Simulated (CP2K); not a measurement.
# Si2NH7 (SMILES [SiH3]N[SiH3]): PBE0/TZV2P-MOLOPT-PBE0-GTH (core potential)

Aim: the energy change on altering one bond length of Si2NH7 at PBE0/TZV2P-MOLOPT-PBE0-GTH (core potential), from 2 runs. 

The results are computed with CP2K 2026.2.

2 further runs of the same task are left out: 1 that didn't finish, 1 set aside as unsound or not needed.

### 1 The structure to begin with

The species is Si2NH7 (10 atoms), meant as a singlet with charge 0. SMILES: `[SiH3]N[SiH3]`. The coordinates come from a PBE0-D4/def2-TZVP relaxation.

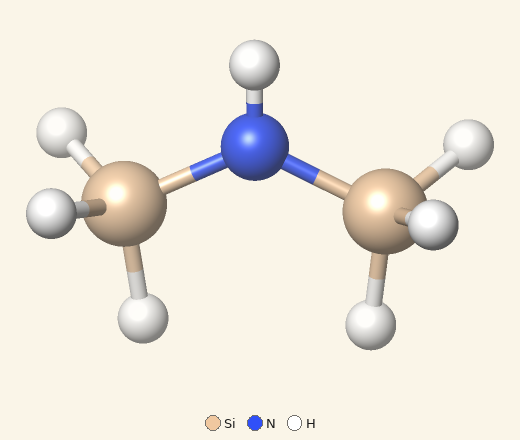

The structure, seen from a chosen angle (silicon light orange, nitrogen blue, hydrogen white).

### 2 The energy at PBE0/TZV2P-MOLOPT-PBE0-GTH (core potential)

File molecule.xyz:

```xyz
10

Si    -1.042800     0.758390    -0.879990
N      0.119990     0.500410     0.368670
Si     0.995830    -0.935260     0.755390
H     -1.373610    -0.567260    -1.458240
H     -0.532280     1.645360    -1.962590
H     -2.274280     1.393560    -0.336440
H      0.361990     1.317290     0.912940
H      0.403090    -2.042290    -0.034740
H      0.897240    -1.243020     2.208320
H      2.444830    -0.827180     0.426680
```

File gas.inp:

```
&GLOBAL
   PROJECT gas
   RUN_TYPE ENERGY
   PRINT_LEVEL MEDIUM
&END GLOBAL
&FORCE_EVAL
   METHOD Quickstep
   &DFT
      BASIS_SET_FILE_NAME BASIS_MOLOPT_UZH
      BASIS_SET_FILE_NAME BASIS_ADMM_UZH
      POTENTIAL_FILE_NAME POTENTIAL_UZH
      &QS
         METHOD GPW
         EPS_DEFAULT 1.0E-10
      &END QS
      &MGRID
         CUTOFF 400
         REL_CUTOFF 50
         NGRIDS 4
      &END MGRID
      # isolated system
      &POISSON
         PERIODIC NONE
         POISSON_SOLVER MULTIPOLE
      &END POISSON
      # self-consistent field
      &SCF
         SCF_GUESS ATOMIC
         EPS_SCF 1.0E-06
         MAX_SCF 30
         &OT
            MINIMIZER CG
            PRECONDITIONER FULL_ALL
         &END OT
         &OUTER_SCF
            EPS_SCF 1.0E-06
            MAX_SCF 5
         &END OUTER_SCF
      &END SCF
      &XC
         &XC_FUNCTIONAL
            &PBE
               SCALE_X 0.75
               SCALE_C 1.0
            &END PBE
         &END XC_FUNCTIONAL
         &HF
            FRACTION 0.25
            &SCREENING
               EPS_SCHWARZ 1.0E-09
            &END SCREENING
            &MEMORY
               MAX_MEMORY 1050
            &END MEMORY
         &END HF
      &END XC
      &AUXILIARY_DENSITY_MATRIX_METHOD
         ADMM_TYPE ADMMS
         EXCH_CORRECTION_FUNC PBEX
      &END AUXILIARY_DENSITY_MATRIX_METHOD
      &PRINT
         &MOMENTS
            PERIODIC F
            REFERENCE COM
            MAX_MOMENT 1
         &END MOMENTS
         &MO_CUBES
            NLUMO 3
            NHOMO -1
            WRITE_CUBE F
         &END MO_CUBES
         &HIRSHFELD OFF
         &END HIRSHFELD
      &END PRINT
   &END DFT
   &SUBSYS
      &CELL
         ABC 11.7 10.7 11.2
         PERIODIC NONE
      &END CELL
      &TOPOLOGY
         COORD_FILE_NAME molecule.xyz
         COORD_FILE_FORMAT XYZ
         &CENTER_COORDINATES
         &END CENTER_COORDINATES
      &END TOPOLOGY
      &KIND Si
         BASIS_SET ORB TZV2P-MOLOPT-PBE0-GTH-q4
         BASIS_SET AUX_FIT admm-tzp-q4
         POTENTIAL GTH-PBE0-q4
      &END KIND
      &KIND N
         BASIS_SET ORB TZV2P-MOLOPT-PBE0-GTH-q5
         BASIS_SET AUX_FIT admm-tzp-q5
         POTENTIAL GTH-PBE0-q5
      &END KIND
      &KIND H
         BASIS_SET ORB TZV2P-MOLOPT-PBE0-GTH-q1
         BASIS_SET AUX_FIT admm-tzp-q1
         POTENTIAL GTH-PBE0-q1
      &END KIND
   &END SUBSYS
&END FORCE_EVAL
```

Run with:

```bash
$ OMP_NUM_THREADS=1 cp2k.psmp -i gas.inp > gas.out 2>&1
```

Output (excerpt; [...] marks lines left out):

```text
CP2K| version string:                                       CP2K version 2026.2
[...]
 GLOBAL| Method name                                                        CP2K
[...]
 GLOBAL| Run type                                                         ENERGY
[...]
 DFT| Spin restricted Kohn-Sham (RKS) calculation                            RKS
 DFT| Multiplicity                                                             1
[...]
 DFT| Charge                                                                   0
[...]
 FUNCTIONAL| PBE:
 QS| Method:                                                                 GPW
[...]
 QS| Density cutoff [a.u.]:                                                200.0
[...]
 QS| Relative density cutoff [a.u.]:                                        25.0
[...]
                             - Atoms:                                         10
[...]
                             - Spherical basis functions:                    185
[...]
 Number of electrons:                                                         20
[...]
     1 OT CG       0.15E+00    5.3     0.11529958       -20.1821039948 -2.02E+01
[...]
    16 OT CG       0.11E+00    3.9     0.00000097       -21.9794578860 -4.52E-10
  *** SCF run converged in    16 steps ***
[...]
  Overlap energy of the core charge distribution:               0.00000018826088
  Self energy of the core charge distribution:                -54.91701404292875
  Core Hamiltonian energy:                                     15.23449867578416
  Hartree energy:                                              25.18045556371076
  Exchange-correlation energy:                                 -5.75201484989279
  Hartree-Fock Exchange energy:                                -1.72538342088700
  Total energy:                                               -21.97945788595274
[...]
                     Mulliken Population Analysis
 #  Atom  Element  Kind  Atomic population                           Net charge
       1     Si       1          3.574029                              0.425971
       2     N        2          5.500315                             -0.500315
       3     Si       1          3.574636                              0.425364
       4     H        3          1.075477                             -0.075477
       5     H        3          1.075334                             -0.075334
       6     H        3          1.073173                             -0.073173
       7     H        3          0.903776                              0.096224
       8     H        3          1.075281                             -0.075281
       9     H        3          1.072858                             -0.072858
      10     H        3          1.075123                             -0.075123
 # Total charge                             20.000000                 -0.000000
[...]
  Dipole moment [Debye]
    X=  0.2215720E+00 Y=  0.7351460E+00 Z=  0.4877564E+00  Total=      0.9096373
[...]
 WARNING : did not converge in ot_eigensolver
 number of iterations          299  exceeded maximum
 current gradient / target gradient   6.5122631256037675E-004  /    1.0000000000000001E-005
[...]
 HOMO - LUMO gap [eV] :    7.463751
 ENERGY| Total FORCE_EVAL ( QS ) energy [hartree]            -21.979457885952741
[...]
```

It took 1.8 min on 1 thread of Arm Neoverse V1, shared host; peak memory 1.2 GiB.

### 3 The distorted shape

File molecule.inp:

```
&GLOBAL
  PROJECT_NAME molecule
  RUN_TYPE ENERGY
  PRINT_LEVEL MEDIUM
&END GLOBAL

&FORCE_EVAL
  METHOD QUICKSTEP
  &DFT
    BASIS_SET_FILE_NAME BASIS_MOLOPT_UZH
    BASIS_SET_FILE_NAME BASIS_ADMM_UZH
    POTENTIAL_FILE_NAME POTENTIAL_UZH
    &QS
      METHOD GPW
      EPS_DEFAULT 1.0E-10
    &END QS
    &MGRID
      CUTOFF 400
      REL_CUTOFF 50
      NGRIDS 4
    &END MGRID
    &POISSON
      PERIODIC NONE
      POISSON_SOLVER MULTIPOLE
    &END POISSON
    &SCF
      SCF_GUESS ATOMIC
      EPS_SCF 1.0E-06
      MAX_SCF 150
      ADDED_MOS 5
      &DIAGONALIZATION
        ALGORITHM STANDARD
      &END DIAGONALIZATION
      &MIXING
        METHOD DIRECT_P_MIXING
        ALPHA 0.4
      &END MIXING
    &END SCF
    &XC
      &XC_FUNCTIONAL
        &PBE
          SCALE_X 0.75
          SCALE_C 1.0
        &END PBE
      &END XC_FUNCTIONAL
      &HF
        FRACTION 0.25
        &SCREENING
          EPS_SCHWARZ 1.0E-09
        &END SCREENING
        &MEMORY
          MAX_MEMORY 1050
        &END MEMORY
      &END HF
    &END XC
    &AUXILIARY_DENSITY_MATRIX_METHOD
      ADMM_TYPE ADMMS
      EXCH_CORRECTION_FUNC PBEX
    &END AUXILIARY_DENSITY_MATRIX_METHOD
    &PRINT
      &MOMENTS
        PERIODIC F
        REFERENCE COM
        MAX_MOMENT 1
      &END MOMENTS
      &MO ON
        ENERGIES T
        OCCUPATION_NUMBERS T
        NDIGITS 6
        &EACH
          QS_SCF 0
        &END EACH
        ADD_LAST NUMERIC
      &END MO
      &HIRSHFELD OFF
      &END HIRSHFELD
    &END PRINT
  &END DFT
  &SUBSYS
    &CELL
      ABC 11.7 10.7 12.9
      PERIODIC NONE
    &END CELL
    &COORD
      Si    -0.924489     1.127710    -2.623546
      N      0.238301     0.869730    -1.374886
      Si     1.114141    -0.565940    -0.988166
      H     -1.255299    -0.197940    -3.201796
      H     -0.413969     2.014680    -3.706146
      H     -2.155969     1.762880    -2.079996
      H      0.480301     1.686610    -0.830616
      H      0.521401    -1.672970    -1.778296
      H      0.897240    -1.243020     2.208320
      H      2.563141    -0.457860    -1.316876
    &END COORD
    &TOPOLOGY
      &CENTER_COORDINATES
      &END CENTER_COORDINATES
    &END TOPOLOGY
    &KIND Si
      BASIS_SET ORB TZV2P-MOLOPT-PBE0-GTH-q4
      BASIS_SET AUX_FIT admm-tzp-q4
      POTENTIAL GTH-PBE0-q4
    &END KIND
    &KIND N
      BASIS_SET ORB TZV2P-MOLOPT-PBE0-GTH-q5
      BASIS_SET AUX_FIT admm-tzp-q5
      POTENTIAL GTH-PBE0-q5
    &END KIND
    &KIND H
      BASIS_SET ORB TZV2P-MOLOPT-PBE0-GTH-q1
      BASIS_SET AUX_FIT admm-tzp-q1
      POTENTIAL GTH-PBE0-q1
    &END KIND
  &END SUBSYS
&END FORCE_EVAL
```

Run with:

```bash
$ OMP_NUM_THREADS=1 cp2k.psmp molecule.inp > molecule.out
```

Output (excerpt; [...] marks lines left out):

```text
CP2K| version string:                                       CP2K version 2026.2
[...]
 GLOBAL| Method name                                                        CP2K
[...]
 GLOBAL| Run type                                                         ENERGY
[...]
 GENERATE| WARNING:: No connections detected for Hydrogen - Atom Nr:         9 !
 GENERATE|  Preliminary Number of Bonds generated:                             0
 GENERATE|  Achieved consistency in connectivity generation.
[...]
 DFT| Spin restricted Kohn-Sham (RKS) calculation                            RKS
 DFT| Multiplicity                                                             1
[...]
 DFT| Charge                                                                   0
[...]
 FUNCTIONAL| PBE:
 QS| Method:                                                                 GPW
[...]
 QS| Density cutoff [a.u.]:                                                200.0
[...]
 QS| Relative density cutoff [a.u.]:                                        25.0
[...]
                             - Atoms:                                         10
[...]
                             - Spherical basis functions:                    185
[...]
 Number of electrons:                                                         20
[...]
     1 P_Mix/Diag. 0.40E+00    5.8     1.79578887       -19.9851353104 -2.00E+01
[...]
    18 DIIS/Diag.  0.81E-07    4.7     0.00000037       -21.8153754112 -2.73E-12
  *** SCF run converged in    18 steps ***
[...]
  Overlap energy of the core charge distribution:               0.00000017573143
  Self energy of the core charge distribution:                -54.91701404292875
  Core Hamiltonian energy:                                     14.95337744184998
  Hartree energy:                                              25.43659390555640
  Exchange-correlation energy:                                 -5.61971716145605
  Hartree-Fock Exchange energy:                                -1.66861572998924
  Total energy:                                               -21.81537541123623
[...]
  Dipole moment [Debye]
    X=  0.6418014E-01 Y=  0.1847141E+01 Z= -0.2862314E+01  Total=      3.4071819
 ENERGY| Total FORCE_EVAL ( QS ) energy [hartree]            -21.815375411236229
[...]
```

Wall time 89 s (1 thread of Arm Neoverse V1, shared host); peak memory 1.4 GiB.

### 4 Outcome

Level: PBE0/TZV2P-MOLOPT-PBE0-GTH (core potential).

| quantity | value |
| --- | --- |
| first shape: total energy | -21.97946 Eh |
| first shape: dipole moment | 0.91 D |
| first shape: HOMO energy | -7.47 eV |
| first shape: LUMO energy | -0.01 eV |
| first shape: HOMO–LUMO gap | 7.46 eV |
| distorted shape: total energy | -21.81538 Eh |
| distorted shape: dipole moment | 3.41 D |
| distorted shape: HOMO energy | -6.02 eV |
| distorted shape: LUMO energy | -3.21 eV |
| distorted shape: HOMO–LUMO gap | 2.81 eV |
| energy change with the Si3–H9 bond stretched from 1.488 to 3.275 Å | 4.465 eV |

In words: One bond (distorted shape) is far stretched, which a spin-restricted single reference describes badly; a broken-symmetry solution may lie lower. With the Si3–H9 bond stretched from 1.488 to 3.275 Å the energy rises by 4.46 eV (103 kcal/mol). A restricted reference can't describe the breaking bond well at this length.
